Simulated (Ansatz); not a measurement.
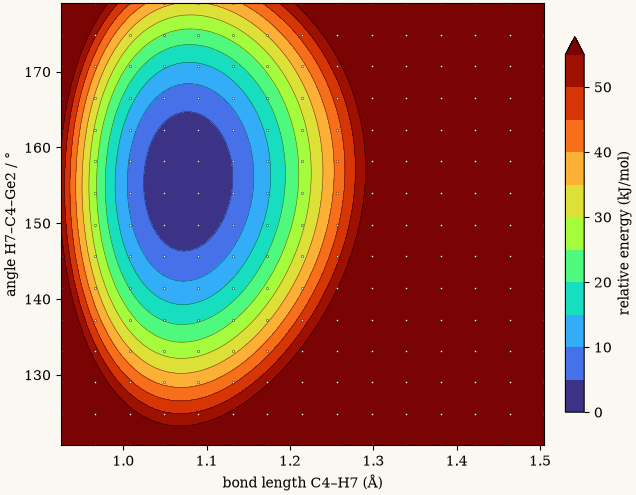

C₂H₃FGe, SMILES [F][GeH]1[CH]=[CH]1. First axis: bond length C4–H7. Second axis: angle H7–C4–Ge2. Nothing is relaxed (all other coordinates rigid). The grid has 15 × 15 points. Points are written as (first, second). Energies are in kJ/mol, from the relaxed molecule at the same level. Method: RKS BHLYP-D4/def2-TZVP (Ansatz 0.2.0).

In the figure: filled contours, dots at the grid points, one colour for all values above the top of the scale. Between grid points the surface is interpolated.

Where is the minimum, and how stiff is the well along each coordinate?

The interpolated minimum is at bond length C4–H7 ≈ 1.075 Å, angle H7–C4–Ge2 ≈ 155.7°. The curvatures there are about 36 eV/Å² and 4 eV/rad², with a cross term of about −0.5 eV/(Å·rad). Round the minimum the two coordinates are nearly uncoupled. (1 eV is 96.5 kJ/mol.)
